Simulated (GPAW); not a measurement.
**Does Fe5Pt3 (fcc Pt6Fe10) carry moments in GPAW?**

Wanted: the moments of Fe5Pt3 (fcc Pt6Fe10) and the energy gained by spin polarisation.

Main program and level: GPAW 26.7.0; PBE; plane waves with GPAW's PAW setups, scalar-relativistic.

**1. Set-up**

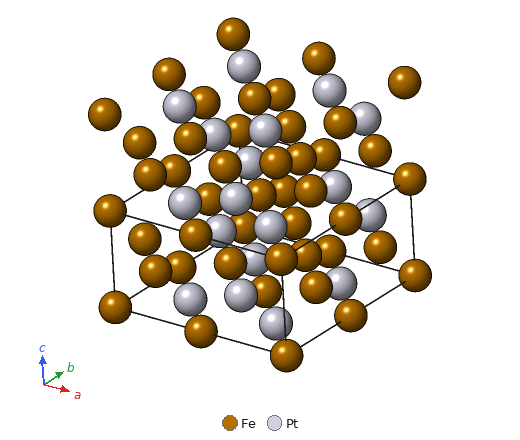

The cell as given, from a free direction (iron orange, platinum light grey). 1×1×2 cells are drawn. Some periodic images of atoms are drawn too.

The cell is a made-up one and need not be a known phase.

**2. Run 1 (ferro ++++++++++++++++)**

The parallel start comes first: it fits the smallest cell, keeps the most symmetry and shows whether parallel moments form.

order1.py reads:

```python
import json
import numpy as np
from ase import Atoms
from ase.parallel import paropen, parprint
from gpaw import GPAW

atoms = Atoms(['Fe', 'Fe', 'Fe', 'Pt', 'Fe', 'Fe', 'Pt', 'Pt', 'Fe', 'Fe', 'Pt', 'Pt', 'Fe', 'Fe', 'Fe', 'Pt'],
    cell=[[7.4305, 0.0, 0.0],
         [0.0, 7.4305, 0.0],
         [0.0, 0.0, 3.71525]],
    scaled_positions=[[0.0, 0.0, 0.0],
         [0.0, 0.25, 0.5],
         [0.25, 0.0, 0.5],
         [0.25, 0.25, 0.0],
         [0.0, 0.5, 0.0],
         [0.0, 0.75, 0.5],
         [0.25, 0.5, 0.5],
         [0.25, 0.75, 0.0],
         [0.5, 0.0, 0.0],
         [0.5, 0.25, 0.5],
         [0.75, 0.0, 0.5],
         [0.75, 0.25, 0.0],
         [0.5, 0.5, 0.0],
         [0.5, 0.75, 0.5],
         [0.75, 0.5, 0.5],
         [0.75, 0.75, 0.0]],
    pbc=True,
    magmoms=[2.4, 2.4, 2.4, 0.3, 2.4, 2.4, 0.3, 0.3, 2.4, 2.4, 0.3, 0.3, 2.4, 2.4, 2.4, 0.3])
atoms.calc = GPAW(mode={'name': 'pw', 'ecut': 450},
    xc='PBE',
    kpts={'size': (5, 5, 10), 'gamma': True},
    occupations={'name': 'fermi-dirac', 'width': 0.05},
    convergence={'density': 1e-05, 'energy': 1e-05},
    maxiter=200,
    mixer={'name': 'pulay', 'beta': 0.04, 'nmaxold': 8, 'weight': 100},
    symmetry={'tolerance': 1e-4},
    txt='order1.txt')
e = atoms.get_potential_energy(force_consistent=True)
res = {'free_energy': e, 'energy_sigma0': atoms.get_potential_energy(), 'fermi_energy': atoms.calc.get_fermi_level()}
res['moments'] = atoms.get_magnetic_moments().tolist()
res['total'] = atoms.get_magnetic_moment()
parprint('site moments (muB):', np.round(res['moments'], 3))
parprint(f"total moment: {res['total']:.3f} muB")
parprint(f'free energy: {e:.6f} eV')
atoms.calc.write('order1.gpw')
with paropen('results.json', 'w') as f:
    json.dump(res, f)
```

Command:

```sh
OMP_NUM_THREADS=1 mpirun -n 4 gpaw python order1.py > order1.log
```

Numbers of over 12 decimals in the logs are rounded to 6 here.

Log:

```text
site moments (muB): [2.713 2.71  2.655 0.338 2.713 2.71  0.317 0.338 2.713 2.71  0.317 0.338
 2.713 2.71  2.655 0.338]
total moment: 29.074 muB
free energy: -130.030453 eV

--- order1.txt ---
Input parameters:
  mode=PW(ecut=450),
  convergence={'density': 1e-05, 'energy': 1e-05},
  kpts=MonkhorstPack(size=(5, 5, 10), gamma=True),
  maxiter=200,
  mixer=Pulay(name='pulay', nmaxold=8, beta=0.04, weight=100, sigma=0.015, g_ss=None),
  occupations=Occupations(name='fermi-dirac', width=0.05),
  symmetry=Symmetry(tolerance=0.0001),
  xc=XC(name='PBE')

Diagonalizing LCAO Hamiltonian
Converting LCAO to pw mode
      .-----------------.
     /|                 |
    / |                 |
   /  |                 |
  /  Fe       Fe        |
 *    .-Pt-------Fe-----.
 |Fe /   PtFe     Pt   /
 |  /                 /
 | /eFe      FePt    /
 |/    Pt       Pt  /
 Fe-------Fe-------*

Atoms  # Å, Bohr magnetons
|    | symbol |        x |        y |        z |    initial magnetic moments |
|----|--------|----------|----------|----------|-----------------------------|
|  0 |     Fe | 0.000000 | 0.000000 | 0.000000 | ( 0.0000,  0.0000,  2.4000) |
|  1 |     Fe | 0.000000 | 1.857625 | 1.857625 | ( 0.0000,  0.0000,  2.4000) |
|  2 |     Fe | 1.857625 | 0.000000 | 1.857625 | ( 0.0000,  0.0000,  2.4000) |
|  3 |     Pt | 1.857625 | 1.857625 | 0.000000 | ( 0.0000,  0.0000,  0.3000) |
|  4 |     Fe | 0.000000 | 3.715250 | 0.000000 | ( 0.0000,  0.0000,  2.4000) |
|  5 |     Fe | 0.000000 | 5.572875 | 1.857625 | ( 0.0000,  0.0000,  2.4000) |
|  6 |     Pt | 1.857625 | 3.715250 | 1.857625 | ( 0.0000,  0.0000,  0.3000) |
|  7 |     Pt | 1.857625 | 5.572875 | 0.000000 | ( 0.0000,  0.0000,  0.3000) |
|  8 |     Fe | 3.715250 | 0.000000 | 0.000000 | ( 0.0000,  0.0000,  2.4000) |
|  9 |     Fe | 3.715250 | 1.857625 | 1.857625 | ( 0.0000,  0.0000,  2.4000) |
| 10 |     Pt | 5.572875 | 0.000000 | 1.857625 | ( 0.0000,  0.0000,  0.3000) |
| 11 |     Pt | 5.572875 | 1.857625 | 0.000000 | ( 0.0000,  0.0000,  0.3000) |
| 12 |     Fe | 3.715250 | 3.715250 | 0.000000 | ( 0.0000,  0.0000,  2.4000) |
| 13 |     Fe | 3.715250 | 5.572875 | 1.857625 | ( 0.0000,  0.0000,  2.4000) |
| 14 |     Fe | 5.572875 | 3.715250 | 1.857625 | ( 0.0000,  0.0000,  2.4000) |
| 15 |     Pt | 5.572875 | 5.572875 | 0.000000 | ( 0.0000,  0.0000,  0.3000) |

Unit cell  # Å
| periodic |        x |        y |        z |  lengths |    angles |
|----------|----------|----------|----------|----------|-----------|
|      yes | 7.430500 | 0.000000 | 0.000000 | 7.430500 | 90.000000 |
|      yes | 0.000000 | 7.430500 | 0.000000 | 7.430500 | 90.000000 |
|      yes | 0.000000 | 0.000000 | 3.715250 | 3.715250 | 90.000000 |

Number of symmetries: 4

BZ-sampling:
  Number of BZ points: 250
  Number of IBZ points: 54

  Monkhorst-Pack size: [5, 5, 10]
  Monkhorst-Pack shift: [0.0, 0.0, 0.05]

K-points  # in reciprocal-cell coordinates
|     |                                coordinates |     weight |
|-----|--------------------------------------------|------------|
|   0 | (  0.00000000,   0.00000000,   0.00000000) | 0.00400000 |
|   1 | (  0.00000000,   0.00000000,   0.10000000) | 0.00800000 |
|   2 | (  0.00000000,   0.00000000,   0.20000000) | 0.00800000 |
|   3 | (  0.00000000,   0.00000000,   0.30000000) | 0.00800000 |
|   4 | (  0.00000000,   0.00000000,   0.40000000) | 0.00800000 |
|   5 | (  0.00000000,   0.00000000,   0.50000000) | 0.00400000 |
|   6 | (  0.00000000,   0.20000000,   0.00000000) | 0.00800000 |
|   7 | (  0.00000000,   0.20000000,   0.10000000) | 0.01600000 |
|   8 | (  0.00000000,   0.20000000,   0.20000000) | 0.01600000 |
|   9 | (  0.00000000,   0.20000000,   0.30000000) | 0.01600000 |
| ... |                                            |            |
|  53 | (  0.40000000,   0.40000000,   0.50000000) | 0.01600000 |

Plane wave coefficients: 4513
Cutoff: 450.000000 eV

Spin-components: 2 (collinear spins)
Bands:           126
Projectors:      96
Spin-degeneracy: 1
Datatype:        complex128

Parallelization:
  kpt:    4
  domain: 1
  band:   1

Density:
  Valence electrons: 176.0
  Components: 2
  Grid points: [40 40 20]
  Charge: 0.0  # |e|

Potential:
  Grid points: [40 40 20]

species:
  Fe:
    name:    Iron
    Z:       26.0
    valence: 8
    core:    18
    charge:  0.0  # [|e|]
    compensation charges:
      type: gauss
      rc: 0.33  # [Å]
      lmax: 2
    cutoffs:
      filter: 2.06  # [Å]
      core: 2.67  # [Å]
    projectors
    | kind |    occ | energy [eV] | rcut [Å] |
    |------|--------|-------------|----------|
    |   4s |  2.000 |      -5.291 |    1.164 |
    |   4p |  0.000 |      -1.326 |    1.058 |
    |   3d |  6.000 |      -7.505 |    1.058 |
    |    s |        |      21.920 |    1.164 |
    |    p |        |      25.885 |    1.058 |
    |    d |        |      19.706 |    1.058 |

    Using partial waves for Fe as LCAO basis

  Pt:
    name:    Platinum
    Z:       78.0
    valence: 16
    core:    62
    charge:  0.0  # [|e|]
    compensation charges:
      type: gauss
      rc: 0.41  # [Å]
      lmax: 2
    cutoffs:
      filter: 2.26  # [Å]
      core: 2.26  # [Å]
    projectors
    | kind |    occ | energy [eV] | rcut [Å] |
    |------|--------|-------------|----------|
    |   6s |  1.000 |      -5.628 |    1.307 |
    |   5p |  6.000 |     -56.051 |    1.371 |
    |   6p |  0.000 |      -0.845 |    1.371 |
    |   5d |  9.000 |      -6.153 |    1.307 |
    |    s |        |      21.583 |    1.307 |
    |    d |        |      21.058 |    1.307 |

    Using partial waves for Pt as LCAO basis

Reference energy: -3348446.722604  # eV

eigensolver:
  PPCG
  Converge bands: occupied
  niter=2

density mixing:
  Pulay-Mixer
  Linear mixing parameters: 0.04
  Old densities: 8
  Fourier metric: weight=100, sigma=0.015

occupation numbers:
  Fermi-Dirac:
    width: 0.0500  # eV

poisson solver:
  ecut: 3600.000000  # eV

xc functional:
  name: PBE with 2 nearest neighbor stencil

convergence criteria:
- Maximum integral of absolute [dens]ity change: 1e-05 electrons / valence electron
- Maximum [total energy] change in last 3 cyles: 1e-05 eV / valence electron
- Maximum integral of absolute [eigenst]ate change: 4e-08 eV^2 / valence electron
maximum number of iterations: 200

SCF iterations
|iter     |      energy | eigst |  dens |  magmom |
|---------|-------------|-------|-------|---------|
|iter:   1|       0s | -166.175346 | +0.37 |       | +25.8260|
|iter:   2|      36s | -138.713483 | -0.84 | -0.52 | +25.3434|
|iter:   3|      73s | -132.635648 | -1.40 | -0.87 | +24.9987|
|iter:   4|     111s | -130.443670 | -1.66 | -1.08 | +24.7326|
|iter:   5|     144s | -129.305676 | -1.63 | -1.16 | +24.5883|
|iter:   6|     189s | -129.152748 | -2.63 | -1.32 | +24.6861|
|iter:   7|     234s | -129.205315 | -2.88 | -1.39 | +24.8886|
|iter:   8|     274s | -129.744063 | -2.26 | -1.41 | +25.3736|
|iter:   9|     306s | -129.910554 | -2.65 | -1.41 | +25.9820|
|iter:  10|     336s | -129.724476 | -2.46 | -1.49 | +26.3273|
[... 16 iterations left out ...]
|iter:  27|     885s | -129.971649c| -7.38 | -4.01 | +29.0710|
|iter:  28|     915s | -129.971654c| -7.55c| -4.14 | +29.0748|
|iter:  29|     932s | -129.971654c| -7.81c| -4.26 | +29.0754|
|iter:  30|     947s | -129.971651c| -7.56c| -4.33 | +29.0740|
|iter:  31|     975s | -129.971648c| -7.66c| -4.44 | +29.0732|
|iter:  32|     995s | -129.971647c| -7.63c| -4.60 | +29.0735|
|iter:  33|    1015s | -129.971647c| -7.88c| -4.78 | +29.0735|
|iter:  34|    1032s | -129.971645c| -8.13c| -4.90 | +29.0732|
|iter:  35|    1047s | -129.971646c| -8.13c| -4.96 | +29.0736|
|iter:  36|    1062s | -129.971646c| -8.39c| -5.09c| +29.0739|

Converged in 36 steps
Energy contributions relative to reference atoms: (reference = -3348446.722604)

Energy contributions:
  Kinetic:         116.794186
  Coulomb:        -105.800123
  Zero:             -1.548000
  External:          0.000000
  Xc:             -139.358901
  Entropy:          -0.117615
  Spinorbit:         0.000000
  ----------------------------
  Free energy:    -130.030453
  Extrapolated:   -129.971646

dipole moment: (-72.474200, -79.987612, -87.553730)  # |e|*Ang

Total magnetic moment: (0.000000, 0.000000, 29.073888)

Local magnetic moments
|        x |        y |        z |
|----------|----------|----------|
| 0.000000 | 0.000000 | 2.713396 |  # Fe   0
| 0.000000 | 0.000000 | 2.710422 |  # Fe   1
| 0.000000 | 0.000000 | 2.655047 |  # Fe   2
| 0.000000 | 0.000000 | 0.338355 |  # Pt   3
| 0.000000 | 0.000000 | 2.713396 |  # Fe   4
| 0.000000 | 0.000000 | 2.710422 |  # Fe   5
| 0.000000 | 0.000000 | 0.316940 |  # Pt   6
| 0.000000 | 0.000000 | 0.338355 |  # Pt   7
| 0.000000 | 0.000000 | 2.713396 |  # Fe   8
| 0.000000 | 0.000000 | 2.710422 |  # Fe   9
| 0.000000 | 0.000000 | 0.316940 |  # Pt  10
| 0.000000 | 0.000000 | 0.338355 |  # Pt  11
| 0.000000 | 0.000000 | 2.713396 |  # Fe  12
| 0.000000 | 0.000000 | 2.710422 |  # Fe  13
| 0.000000 | 0.000000 | 2.655047 |  # Fe  14
| 0.000000 | 0.000000 | 0.338355 |  # Pt  15

Fermi level: 11.266
Eigenvalues  # (at kpt = [0.000, 0.000, 0.000])
| band index |      eig [eV] | occ [0-1] |      eig [eV] | occ [0-1] |
|------------|---------------|-----------|---------------|-----------|
|          0 |       -42.044 |     1.000 |       -41.770 |     1.000 |
|        ... |               |           |               |           |
|         77 |         9.472 |     1.000 |        11.905 |     0.000 |
|         78 |         9.524 |     1.000 |        11.919 |     0.000 |
|         79 |         9.529 |     1.000 |        11.926 |     0.000 |
|         80 |         9.530 |     1.000 |        11.949 |     0.000 |
|         81 |         9.533 |     1.000 |        11.968 |     0.000 |
|         82 |         9.575 |     1.000 |        12.053 |     0.000 |
|         83 |         9.613 |     1.000 |        12.056 |     0.000 |
|         84 |         9.782 |     1.000 |        12.068 |     0.000 |
|         85 |         9.792 |     1.000 |        12.202 |     0.000 |
|         86 |         9.873 |     1.000 |        12.381 |     0.000 |
|         87 |         9.966 |     1.000 |        12.455 |     0.000 |
|         88 |        10.054 |     1.000 |        12.911 |     0.000 |
|         89 |        10.247 |     1.000 |        13.035 |     0.000 |
|         90 |        10.363 |     1.000 |        13.045 |     0.000 |
|         91 |        10.709 |     1.000 |        13.052 |     0.000 |
|        ... |               |           |               |           |
|        125 |        21.638 |     0.000 |        22.759 |     0.000 |

No gap
No difference between direct/indirect transitions
```

The job ended after 19 min (4 MPI ranks of Intel Xeon at 2.70GHz, shared host; peak memory 2.1 GiB).

Spin moment in the augmentation sphere by atom:

```tsv
atom	spin moment in the augmentation sphere (μB)
Fe1	2.71
Fe2	2.71
Fe3	2.66
Pt4	0.34
Fe5	2.71
Fe6	2.71
Pt7	0.32
Pt8	0.34
Fe9	2.71
Fe10	2.71
Pt11	0.32
Pt12	0.34
Fe13	2.71
Fe14	2.71
Fe15	2.66
Pt16	0.34
```

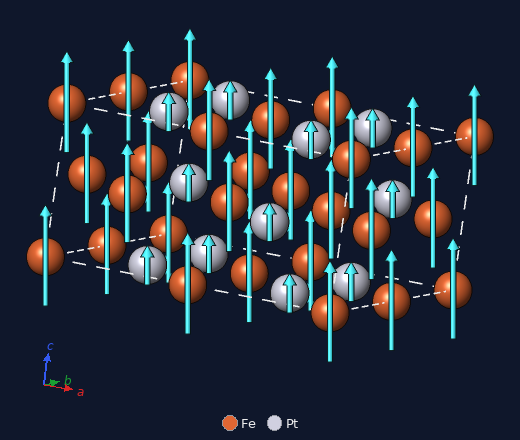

Spin moment in the augmentation sphere as arrows, the longest 2.71 μB. Up and down stand for the sign. Arrows give size and sign along the axis of quantisation, drawn up and down the page. Each arrow also spans its atom, so small moments look longer than they are. Some periodic images of atoms are drawn too.

Numbers from this step:

| Property | Result |
| --- | --- |
| magnetization | 29.07 μB |
| final state | ferromagnetic |

After 36 cycles the largest moment stands at 2.71 μB.

(Continued in part 2 of 2.)

[Logs and program files are shortened in this print: banners, set-up blocks, solver, clock and traceback lines can be left out without a mark of their own.]

[Logs are printed without paths, hosts, clocks, repeated set-up lines and the standing remarks that a program may print on its own settings, such as how far it seeks lower states.]

[Hosts, paths, dates, database ids (printed as entryN), source tags and the programs' standing remarks are cut or masked in the printed files.]

[Where a cell is said to come from a database of computed structures, the database is the Materials Project.]
